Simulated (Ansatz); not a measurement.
**BNH (quartet): wB97M-V, B2PLYP over a scan of the distance N2–H3, 6-31G**

Aim: run BNH (quartet) with these functionals over a scan of the distance N2–H3, and hold them against the top wave-function level at the same points.

The runs use Ansatz 0.2.0, Gaussian basis; 6-31G, all electrons in the functionals, frozen cores in the correlation of double hybrids and RPA.

To be run: wB97M-V, B2PLYP, at 0.832 Å; 0.943 Å; 1.030 Å; 1.139 Å; 1.262 Å; 1.434 Å; 1.618 Å; 1.929 Å; 2.303 Å; 2.724 Å; 3.495 Å.

20 further runs of the same task are left out: 1 for a mislabelled method, 1 for a known fault of the program, 12 that didn't finish, 6 set aside as unsound or not needed.

**1. The geometry**

The geometry derives from a PBE0/def2-TZVP stationary point (not a proven minimum). One bond is set to the value named and the two fragments are kept rigid.

3 atoms, charge 0, spin multiplicity 4.

Atoms are counted from 1 here; the program's logs count them from 0.

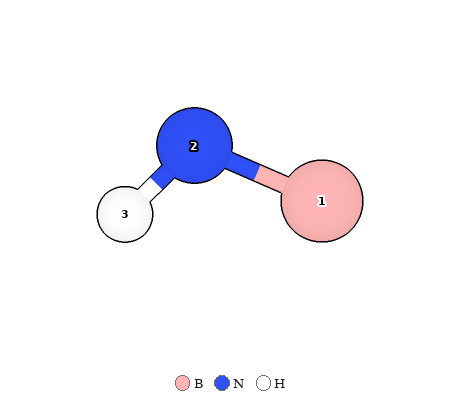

The structure; boron pink, nitrogen blue, hydrogen white; atoms are numbered from 1 in the order of the file.

No dispersion term is added; wB97M-V holds VV10 nonlocal correlation.

The geometry shown and the zero of energy belong to the point 1.030 Å. The yardstick, FCI, and other wave-function levels (R restricted, U unrestricted, valence and pair active spaces) come from earlier runs.

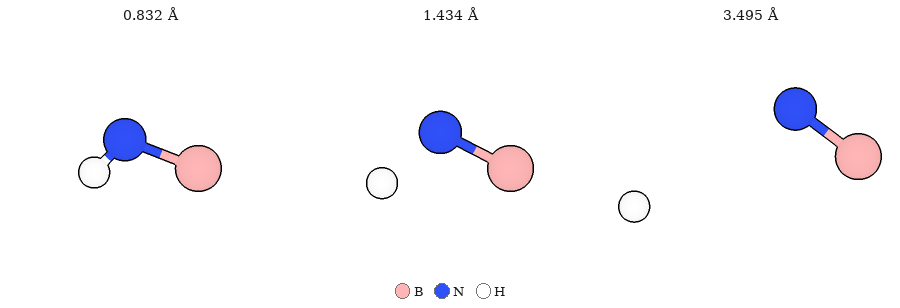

Three points of the scan; sticks are drawn by distance.

**2. wB97M-V, 0.832 Å**

Contents of in.yaml:

```yaml
crystal:
  periodic: [false, false, false]
  atoms:
    - {symbol: B, position_ang: [0.000000, 0.086478, 0.859974]}
    - {symbol: N, position_ang: [0.000000, -0.110891, -0.591728]}
    - {symbol: H, position_ang: [0.000000, 0.613440, -1.001078]}
basis:
  gaussian: {orbitals: 6-31G}
magnetization: {spin_polarized: true, initial_magnetization: 3}
hamiltonian: {xc: {name: wB97M-V}}
output: {orbitals: {seedname: orbitals}}
```

The run is started by

```bash
> ansatz run in.yaml --threads 1 --pin off --events-out ev --progress --plain --max-ram 2393MiB
```

Further steps of the session: wB97M-V, 0.943 Å; wB97M-V, 1.030 Å; wB97M-V, 1.139 Å; wB97M-V, 1.262 Å; wB97M-V, 1.434 Å; wB97M-V, 1.618 Å; wB97M-V, 1.929 Å; wB97M-V, 2.303 Å; wB97M-V, 2.724 Å; wB97M-V, 3.495 Å; B2PLYP, 0.832 Å; B2PLYP, 0.943 Å; B2PLYP, 1.030 Å; B2PLYP, 1.139 Å; B2PLYP, 1.262 Å; B2PLYP, 1.434 Å; B2PLYP, 1.618 Å; B2PLYP, 1.929 Å; B2PLYP, 2.303 Å; B2PLYP, 2.724 Å; B2PLYP, 3.495 Å.

Q: Predict the results of all the runs planned. Wanted: span of the FCI curve; largest miss, wB97M-V; largest miss, B2PLYP.

As calculated:

```
             quantity                     value
span of the FCI curve             31.9 kcal/mol
largest miss, wB97M-V  +13.6 kcal/mol (2.724 Å)
 largest miss, B2PLYP   +8.2 kcal/mol (3.495 Å)
```

Of the functionals, B2PLYP keep the smallest largest miss at the points compared (at most 8.2 kcal/mol) and wB97M-V strays most (13.6 kcal/mol, at 2.724 Å). Functionals and the yardstick converge differently with the basis, so part of each miss in 6-31G is the basis.
